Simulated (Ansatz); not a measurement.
Formation energy of the bound charge states of Si on the Hf site + O vacancy (Si_Hf+V_O) in monoclinic HfO2 (start: the Hf site; O(1,3-fold) 2.15 Å away; 96-site cell, 2×2×2 shifted sampling) against the Fermi level, Hf-rich (Δμ(Hf) = 0.00 eV, Δμ(O) = -5.19 eV, Δμ(Si) = -2.22 eV, bounded by Hf2Si (I4/mcm); only phases computed here count, gases as isolated molecules at 0 K). The numbers are results of PBE, PAW (plane waves to 420 eV; Ansatz, a quantum-chemistry and plane-wave program), not measurements.

Set-up: 96-site cell; 2×2×2 shifted k-points; host gap 4.04 eV; charged states image-corrected; no spin–orbit coupling; energies good to tenths of an eV; flagged in the runs: a doubtful potential alignment, a host whose relaxation on this sampling wasn't shown to rest, a strain field that reaches the edge of the cell.

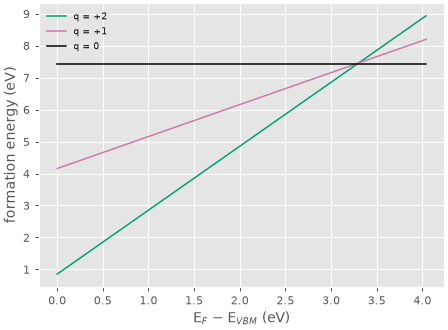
Figure: Formation energy of each charge state against the Fermi level

Crossings of the lowest lines: (+2/0) at 3.29 eV. At the valence-band maximum: q = +2: 0.85 eV; q = +1: 4.16 eV; q = 0: 7.43 eV.
